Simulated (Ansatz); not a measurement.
# C2H6Si (SMILES C[Si]C): a chain of runs, part 2 of 2

Ansatz 0.2.0. The steps go on from the part before.

## (3) The harmonic vibrations at HF/STO-3G (start density atoms) (run 2)

input.yaml reads:

```yaml
crystal:
  periodic: [false, false, false]
  atoms:
    - {symbol: C, position_ang: [-0.493708, 1.048674, -0.779173]}
    - {symbol: Si, position_ang: [0.919985, -0.202776, -0.933837]}
    - {symbol: C, position_ang: [0.573953, -1.072109, 0.713311]}
    - {symbol: H, position_ang: [-1.453286, 0.550759, -0.698218]}
    - {symbol: H, position_ang: [-0.551472, 1.722189, -1.624480]}
    - {symbol: H, position_ang: [-0.384722, 1.657889, 0.110899]}
    - {symbol: H, position_ang: [-0.427033, -1.487729, 0.736544]}
    - {symbol: H, position_ang: [1.263129, -1.882649, 0.912225]}
    - {symbol: H, position_ang: [0.641654, -0.380548, 1.545430]}
basis:
  gaussian: {orbitals: STO-3G}
magnetization: {spin_polarized: false}
hamiltonian: {xc: hf}
phonons: {temperatures: {t_min: 298.15, t_max: 298.15, t_step: 1}}
```

Launch:

```sh
$ ansatz run input.yaml --threads 1 --pin off --max-ram 3480MiB --events-out events.jsonl --progress --plain --runs-dir runs
```

The program printed (excerpt; [...] marks lines left out):

```text
Warning: RAYON_NUM_THREADS=1 ignored (pool sized by the plan → 1); use --threads N
Functional definition: HF
  name "HF"
[...]
342 factors; integrals over basis functions are off by at most 1.5e-5 eV
[...]
mean field -9901.30567822 eV, -363.8662723286 hartree, gradient 1.3e-5 eV, S^2 0.000000; 0 other end points of the search recorded, 0 dependent functions left out
[...]
reference -9901.30567822 eV, -363.8662723286 hartree; 16, 16 occupied and 9, 9 virtual orbitals, 342 factors
[...]
342 factors; integrals over basis functions are off by at most 1.5e-5 eV
[...]
mean field -9901.30548205 eV, -363.8662651193 hartree, gradient 5.1e-7 eV, S^2 0.000000; 0 other end points of the search recorded, 0 dependent functions left out
[...]
reference -9901.30548205 eV, -363.8662651193 hartree; 16, 16 occupied and 9, 9 virtual orbitals, 342 factors
[...]
342 factors; integrals over basis functions are off by at most 1.5e-5 eV
[...]
Atom 1 at     0.919985    -0.202776    -0.933837 Å, force    -0.000139     0.000050     0.000160 eV/Å
Atom 2 at     0.573953    -1.072109     0.713311 Å, force     0.000127    -0.000025     0.000049 eV/Å
Atom 3 at    -1.453286     0.550759    -0.698218 Å, force     0.000194     0.000142    -0.000028 eV/Å
Atom 4 at    -0.551472     1.722189    -1.624480 Å, force    -0.000035    -0.000028     0.000067 eV/Å
Atom 5 at    -0.384722     1.657889     0.110899 Å, force    -0.000066     0.000070    -0.000023 eV/Å
Atom 6 at    -0.427033    -1.487729     0.736544 Å, force     0.000045    -0.000027     0.000079 eV/Å
Atom 7 at     1.263129    -1.882649     0.912225 Å, force    -0.000081     0.000087     0.000016 eV/Å
Atom 8 at     0.641654    -0.380548     1.545430 Å, force    -0.000001    -0.000174    -0.000181 eV/Å
Dipole moment:     0.028457    -0.006181    -0.029140 e Å
Vibrations: 44.40 129.95 332.66 815.07 816.98 818.50 869.22 969.08 1103.74 1663.65 1673.58 1850.30 1856.09 1867.37 1872.93 3537.26 3538.40 3712.72 3715.64 3731.24 3732.92 cm⁻¹, zero-point energy 2.396101 eV
```

It took 7.5 s on 1 thread of AMD EPYC 9R45 (Zen 5), shared host.

Runs 3 to 12 aren't shown in full; the table further down has their settings and results.

## (4) A structure relaxation at B3LYP/6-31G(d) (Cartesian functions, start density atoms) (run 13)

molecule.yaml reads:

```yaml
crystal:
  periodic: [false, false, false]
  atoms:
    - {symbol: C, position_ang: [-0.527400, 1.047300, -0.805300]}
    - {symbol: Si, position_ang: [0.896800, -0.199700, -0.912800]}
    - {symbol: C, position_ang: [0.601900, -1.069400, 0.746000]}
    - {symbol: H, position_ang: [-1.430700, 0.480400, -1.082200]}
    - {symbol: H, position_ang: [-0.439700, 1.875000, -1.511000]}
    - {symbol: H, position_ang: [-0.703500, 1.436700, 0.202600]}
    - {symbol: H, position_ang: [-0.455600, -1.193000, 1.001000]}
    - {symbol: H, position_ang: [1.117900, -2.026600, 0.837300]}
    - {symbol: H, position_ang: [1.028800, -0.397000, 1.507100]}
basis:
  gaussian:
    orbitals: "6-31G*"
hamiltonian:
  xc: {name: B3LYP}
relax:
  f_tol: 0.002
output: {orbitals: {seedname: orbitals}}
```

Launch:

```sh
$ ansatz run molecule.yaml --threads 1 --pin off --max-ram 3480MiB --events-out events.jsonl --progress --plain --runs-dir runs
```

The program printed (excerpt; [...] marks lines left out):

```text
Warning: RAYON_NUM_THREADS=1 ignored (pool sized by the plan → 1); use --threads N
[...]
Functional definition: B3LYP
  name "B3LYP"
[...]
707 factors; integrals over basis functions are off by at most 4.0e-4 eV
[...]
mean field -10048.33946450 eV, -369.2696643111 hartree, gradient 9.0e-6 eV, S^2 0.000000; 0 other end points of the search recorded, 0 dependent functions left out
[...]
reference -10048.33965555 eV, -369.2696713324 hartree; 16, 16 occupied and 45, 45 virtual orbitals, 707 factors
relax step   1: F+E_penalty+E_count = -10048.33946450 eV  Δ(F+E_penalty+E_count) = +0.000e0 eV  max|allowed force component| = 3.826e-1 eV/Å  Δτ_max = 0.0000 Å  (23 SCF iters, accepted)
[...]
relax step   7: F+E_penalty+E_count = -10048.35321894 eV  Δ(F+E_penalty+E_count) = -3.419e-5 eV  max|allowed force component| = 3.036e-3 eV/Å  Δτ_max = 0.0144 Å  (24 SCF iters, accepted)
[...]
Total energy: -10048.35341880 eV, -369.2701771225 hartree
Atom 0 at    -0.537785     1.060065    -0.818834 Å, force     0.001156    -0.000278    -0.000934 eV/Å
Atom 1 at     0.909562    -0.200148    -0.922756 Å, force    -0.001044     0.000197     0.001012 eV/Å
Atom 2 at     0.612374    -1.082273     0.758698 Å, force     0.001026    -0.000221    -0.001194 eV/Å
Atom 3 at    -1.464344     0.510647    -1.059662 Å, force    -0.000427    -0.000201    -0.000092 eV/Å
Atom 4 at    -0.451483     1.874911    -1.545053 Å, force    -0.000576     0.001107    -0.000278 eV/Å
Atom 5 at    -0.684682     1.486158     0.182926 Å, force    -0.000075     0.000341     0.000157 eV/Å
Atom 6 at    -0.448206    -1.246129     0.993146 Å, force    -0.000214    -0.000253     0.000127 eV/Å
Atom 7 at     1.149154    -2.032524     0.846548 Å, force     0.000051    -0.000957     0.000812 eV/Å
Atom 8 at     1.003910    -0.417007     1.547687 Å, force     0.000103     0.000265     0.000390 eV/Å
Dipole moment:    -0.208869     0.045269     0.213779 e Å
```

Run time: 7.5 s. Hardware: 1 thread of AMD EPYC 9R45 (Zen 5), shared host; peak memory 0.14 GiB.

The path in brief:

| step | energy from the first frame kept (eV) | largest force (eV/Å) |
| --- | --- | --- |
| 1 | 0.0000 | 0.5406 |
| 2 | -0.0109 | 0.2684 |
| 3 | -0.0133 | 0.0578 |
| 4 | -0.0136 | 0.0133 |
| 5 | -0.0137 | 0.0036 |
| 6 | -0.0137 | 0.0050 |
| 7 | -0.0138 | 0.0034 |
| 8 | -0.0138 | 0.0016 |

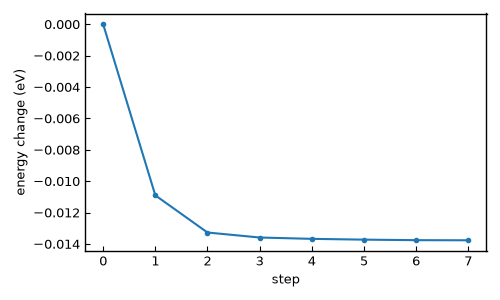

Energy along the run.

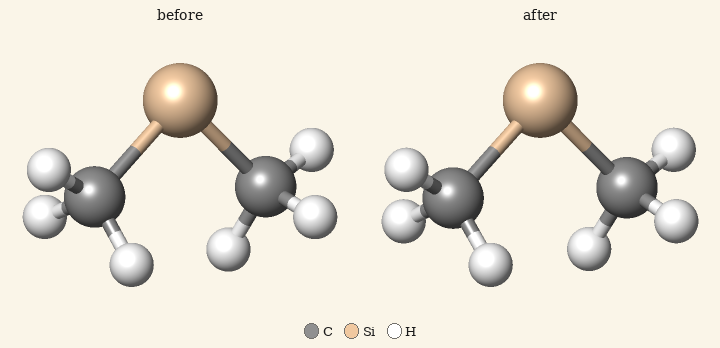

Before and after, at one scale.

After the run. Bond lengths: C1–Si2 1.922 Å, Si2–C3 1.922 Å, C1–H4 1.104 Å, C1–H5 1.095 Å, C1–H6 1.098 Å, C3–H7 1.098 Å, C3–H8 1.095 Å, C3–H9 1.104 Å. Some angles: C1–Si2–C3 97.9°, Si2–C1–H4 107.1°, Si2–C1–H5 113.1°, Si2–C1–H6 113.9°, Si2–C3–H7 113.9°, Si2–C3–H8 113.1°, Si2–C3–H9 107.1°, H4–C1–H5 107.0°, H4–C1–H6 106.2°, H5–C1–H6 109.1°.

Runs 14 to 17 aren't shown in full; the table further down has their settings and results.

## (5) The harmonic vibrations at MP2/6-31G(d) (Cartesian functions, start density atoms) (run 18)

input.yaml reads:

```yaml
crystal:
  periodic: [false, false, false]
  atoms:
    - {symbol: C, position_ang: [-0.527888, 1.050677, -0.811153]}
    - {symbol: Si, position_ang: [0.909705, -0.201265, -0.924337]}
    - {symbol: C, position_ang: [0.606563, -1.073737, 0.747108]}
    - {symbol: H, position_ang: [-1.459908, 0.501281, -1.014707]}
    - {symbol: H, position_ang: [-0.460672, 1.856201, -1.545910]}
    - {symbol: H, position_ang: [-0.640457, 1.487263, 0.188050]}
    - {symbol: H, position_ang: [-0.455111, -1.256275, 0.950235]}
    - {symbol: H, position_ang: [1.155414, -2.012286, 0.852610]}
    - {symbol: H, position_ang: [0.960855, -0.398158, 1.540804]}
basis:
  gaussian: {orbitals: "6-31G*"}
correlation: {method: mp2}
phonons: {temperatures: {t_min: 298.15, t_max: 298.15, t_step: 1}}
```

Launch:

```sh
$ ansatz run input.yaml --threads 1 --pin off --max-ram 3480MiB --events-out events.jsonl --progress --plain --runs-dir runs
```

The program printed (excerpt; [...] marks lines left out):

```text
Warning: RAYON_NUM_THREADS=1 ignored (pool sized by the plan → 1); use --threads N
[... 2 set-up lines as earlier in the session ...]
[...]
707 factors; integrals over basis functions are off by at most 4.0e-4 eV
[...]
mean field -10016.32468454 eV, -368.0931428480 hartree, gradient 1.4e-6 eV, S^2 0.000000; 0 other end points of the search recorded, 0 dependent functions left out; unrestricted orbitals would lower it
7 core orbitals not correlated: weight in the atoms' cores, before any rotation towards them, 1.000 or more for the frozen orbitals, at most 0.000 for the correlated occupied ones
reference -10016.32468454 eV, -368.0931428480 hartree; 9, 9 occupied and 45, 45 virtual orbitals, 707 factors
second order -9.10751162 eV of doubles, -0.00000000 eV of singles
[...]
707 factors; integrals over basis functions are off by at most 4.0e-4 eV
[...]
Atom 1 at     0.909705    -0.201265    -0.924337 Å, force    -0.000788     0.000339     0.001044 eV/Å
Atom 2 at     0.606563    -1.073737     0.747108 Å, force     0.000234     0.000135    -0.000389 eV/Å
Atom 3 at    -1.459908     0.501281    -1.014707 Å, force     0.000215     0.000194     0.000086 eV/Å
Atom 4 at    -0.460672     1.856201    -1.545910 Å, force    -0.000112     0.000070     0.000079 eV/Å
Atom 5 at    -0.640457     1.487263     0.188050 Å, force     0.000177     0.000108    -0.000249 eV/Å
Atom 6 at    -0.455111    -1.256275     0.950235 Å, force     0.000226    -0.000130    -0.000056 eV/Å
Atom 7 at     1.155414    -2.012286     0.852610 Å, force    -0.000090    -0.000013     0.000136 eV/Å
Atom 8 at     0.960855    -0.398158     1.540804 Å, force    -0.000004    -0.000204    -0.000221 eV/Å
Dipole moment:    -0.210815     0.045955     0.216075 e Å
Vibrations: 101.96 105.26 258.03 569.82 622.41 675.25 684.80 779.49 918.92 1341.20 1352.05 1492.30 1501.45 1518.82 1527.84 3063.91 3065.74 3149.02 3154.73 3204.49 3204.79 cm⁻¹, zero-point energy 2.001867 eV
Checks for a lower state left out: cluster_reference
```

Wall time 28 s (1 thread of AMD EPYC 9R45 (Zen 5), shared host); peak memory 0.14 GiB.

## (6) Overview of the runs

| run | level | task | walk f tol | partner | energy (Eh) | dipole moment (D) | wall time |
| --- | --- | --- | --- | --- | --- | --- | --- |
| 1 | HF/STO-3G (start density atoms) | optimise | 0.002 | base | -363.866275 | 0.20 | 4.2 s |
| 2 | HF/STO-3G (start density atoms) | frequencies | – | base | -363.866272 | 0.20 | 7.5 s |
| 3 | UHF/STO-3G (start density atoms) | energy | – | cation | -363.676721 | – | 0.1 s |
| 4 | UHF/STO-3G (start density atoms) | optimise | – | cation | -363.696646 | – | 1.3 s |
| 5 | HF/3-21G (start density atoms) | optimise | 0.002 | base | -366.166645 | 1.28 | 5.4 s |
| 6 | HF/3-21G (start density atoms) | frequencies | – | base | -366.166644 | 1.28 | 8.1 s |
| 7 | UHF/3-21G (start density atoms) | energy | – | cation | -365.897755 | – | 0.16 s |
| 8 | UHF/3-21G (start density atoms) | optimise | – | cation | -365.915062 | – | 1.9 s |
| 9 | HF/6-31G* (Cartesian functions, start density atoms) | optimise | 0.002 | base | -368.093508 | 1.44 | 6 s |
| 10 | HF/6-31G* (Cartesian functions, start density atoms) | frequencies | – | base | -368.093508 | 1.44 | 20 s |
| 11 | UHF/6-31G* (Cartesian functions, start density atoms) | energy | – | cation | -367.829800 | – | 0.28 s |
| 12 | UHF/6-31G* (Cartesian functions, start density atoms) | optimise | – | cation | -367.847218 | – | 3.6 s |
| 13 | B3LYP/6-31G* (Cartesian functions, start density atoms) | optimise | 0.002 | base | -369.270177 | 1.45 | 7.5 s |
| 14 | B3LYP/6-31G* (Cartesian functions, start density atoms) | frequencies | – | base | -369.270177 | 1.45 | 34 s |
| 15 | PBE/def2-SVP (start density atoms) | optimise | 0.002 | base | -368.843880 | 1.39 | 6.3 s |
| 16 | PBE/def2-SVP (start density atoms) | frequencies | – | base | -368.843880 | 1.39 | 23 s |
| 17 | MP2/6-31G* (Cartesian functions, start density atoms) | optimise | 0.002 | base | -368.427838 | 1.47 | 4.8 s |
| 18 | MP2/6-31G* (Cartesian functions, start density atoms) | frequencies | – | base | -368.427838 | 1.47 | 28 s |

## (7) Outcome

What follows sums up all 2 parts.

| quantity | value |
| --- | --- |
| run 18, MP2/6-31G*: total energy | -368.42784 Eh |
| run 18, MP2/6-31G*: dipole moment (correlated density) | 1.47 D |
| run 18, MP2/6-31G*: correlation energy (7 core orbitals frozen) | -334.7 mEh |
| run 18, MP2/6-31G*: largest force on an atom | 0.001 eV/Å |
| run 18, MP2/6-31G*: lowest harmonic wavenumber | 102 cm⁻¹ |
| run 18, MP2/6-31G*: highest harmonic wavenumber | 3205 cm⁻¹ |
| run 18, MP2/6-31G*: zero-point energy | 193.2 kJ/mol |
| vertical ionisation energy (to the doublet cation), HF/STO-3G | 5.158 eV |
| vertical ionisation energy (to the doublet cation), HF/3-21G | 7.317 eV |
| vertical ionisation energy (to the doublet cation), HF/6-31G* | 7.176 eV |
| adiabatic ionisation energy (to the doublet cation, no zero-point term), HF/STO-3G | 4.616 eV |
| adiabatic ionisation energy (to the doublet cation, no zero-point term), HF/3-21G | 6.846 eV |
| adiabatic ionisation energy (to the doublet cation, no zero-point term), HF/6-31G* | 6.702 eV |

**Reading.** At HF/STO-3G: removing an electron at fixed nuclei costs 5.16 eV (498 kJ/mol). In a minimal basis such a difference can be off by several eV, whatever the method. At HF/3-21G: removing an electron at fixed nuclei costs 7.32 eV (706 kJ/mol). At HF/6-31G*: the vertical ionisation energy comes to 7.18 eV (692 kJ/mol). At HF/STO-3G: the adiabatic ionisation energy (to the doublet cation, no zero-point term) is 4.62 eV (445 kJ/mol). At HF/3-21G: the adiabatic ionisation energy (to the doublet cation, no zero-point term) is 6.85 eV (661 kJ/mol). Totals of different functionals can't be ranked against each other. In runs 17, 18 the log says that unrestricted orbitals would lower the reference, so the values rest on an unstable closed-shell determinant (other closed-shell runs at this shape may share the fault). In runs 1, 2, 3, 4 the basis is minimal, so the values are rough. All runs together took 2.7 min, the longest 34 s.
